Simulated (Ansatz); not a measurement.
Stretching the Si3–H4 bond in H4PbSi (SMILES [SiH3][PbH]) (multiplicity 1 held, fragments rigid). Energies count from the point at 1.489 Å.
Geometry at that point (charge 0, multiplicity 1):
```xyz
6

Pb     0.01264     0.35482     0.33071
H     -0.43049     1.47503    -1.08006
Si    -0.03318    -1.72695    -1.46552
H      0.95307    -1.49870    -2.55765
H     -1.37568    -1.84282    -2.09941
H      0.28088    -3.05109    -0.86383
```

R- and RO- levels are restricted; in cc, def2 and unpolarised 6-31G sets they are followed outwards from rest. U- levels take the lowest unrestricted solution at each point, which mixes spins at long bonds. Active spaces are followed from a long bond inwards. Curves can end on different states.

Correlated levels freeze the cores. Filled d and f shells under p-block atoms count as core.

Codes used: Ansatz (an electronic-structure program) with Gaussian orbitals. Each number belongs to the level named beside it. In def2 rows elements past Kr take small-core potentials, without spin–orbit coupling.

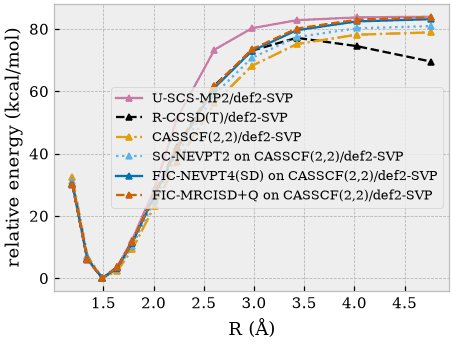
Relative energy along the coordinate

Doubts at one or more of the structures used: a spin-contaminated determinant (U-SCS-MP2/def2-SVP); a restricted determinant that unrestricted orbitals would lower (R-CCSD(T)/def2-SVP); T1 above 0.05 (R-CCSD(T)/def2-SVP); other coupled-cluster roots lie near (R-CCSD(T)/def2-SVP).
